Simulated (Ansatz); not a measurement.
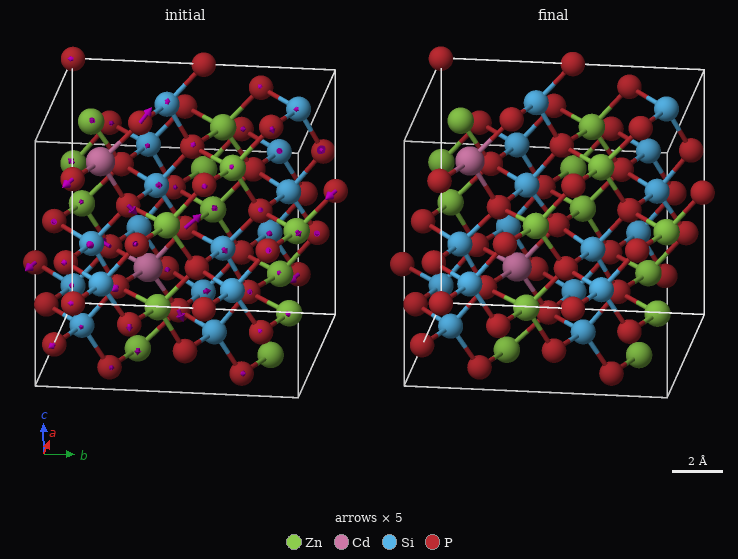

The structure of crystalline Zn14Cd2Si16P32 (a generated structure, set up in P1) before (left) and after (right) a relaxation, at one scale. The purple arrows give the displacements, 5 times their true length.

Style: ball-and-stick. Shown: the cell of the calculation (origin shifted), from a free direction.

Method: DFT, PBEsol, PAW, plane waves in Ansatz. Set-up: plane-wave cutoff 420 eV; k-point mesh 1 × 1 × 1; mesh shifted by (0.25, 0.25, 0.25); no spin polarisation; cell relaxed at fixed alpha, beta, gamma; force threshold 0.03 eV/Å; at most 80 steps.

**Describe what moved and what it gained.**

The energy falls by 18.9 meV per atom in 3 accepted moves (5 points after the start). The largest force component goes from 1.5 to 0.0044 eV/Å. The pressure goes from 0.42 to 0.00 GPa. The line search rejected the trial step at point 3 of the run. The SCF was repeated once at an unchanged geometry on a basis and grid sized afresh for the cell, which shifted the energy by less than 0.05 meV per atom at most. The atom that moves furthest relative to the cell is a P atom (0.18 Å along [2 3 2]). By element the largest moves are P 0.18 Å, Si 0.08 Å, Zn 0.06 Å, Cd 0.03 Å. Cell: a 10.775 → 10.772 Å (0.0 %), b unchanged at 10.775 Å, c 10.452 → 10.463 Å (+0.1 %). Volume +0.1 %. Among the contacts that change: Cd–P 2.321 → 2.484 Å, Cd–P 2.349 → 2.495 Å, Cd–P 2.377 → 2.498 Å, Cd–P 2.404 → 2.495 Å. Bond angles that change, for instance: P–Zn–P 110.3° → 104.0°, P–Si–P 112.1° → 106.1°, Si–P–Si 111.2° → 116.1°. The space group stays P1 (No. 1).
